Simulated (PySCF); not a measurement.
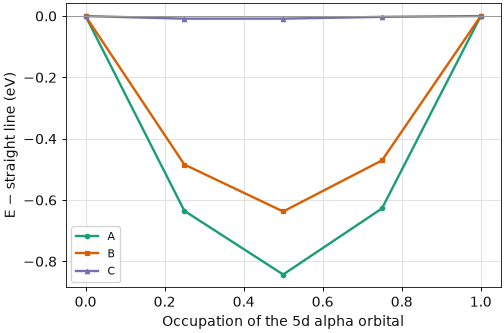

One 5d alpha orbital of neutral lutetium ([Xe] 4f¹⁴ 5d 6s²) is emptied in steps. The plot gives the energy less the straight line between the integer ends. PySCF, def2-TZVP with a 28-electron core potential, unrestricted single determinants, no spin-orbit coupling. The curves are LC-wPBE, PBE0 and r2SCAN in some order.

Which curve is which method, and what does its shape mean?

Answer. A is r2SCAN: convex (delocalisation error), largest departure −0.84 eV, removal energy 5.842 eV; B is PBE0: convex (delocalisation error), largest departure −0.64 eV, removal energy 5.531 eV; C is LC-wPBE: nearly straight, largest departure −0.0085 eV, removal energy 5.334 eV. The measured removal energy is 5.426 eV. The exact energy is a straight line between whole electron numbers.
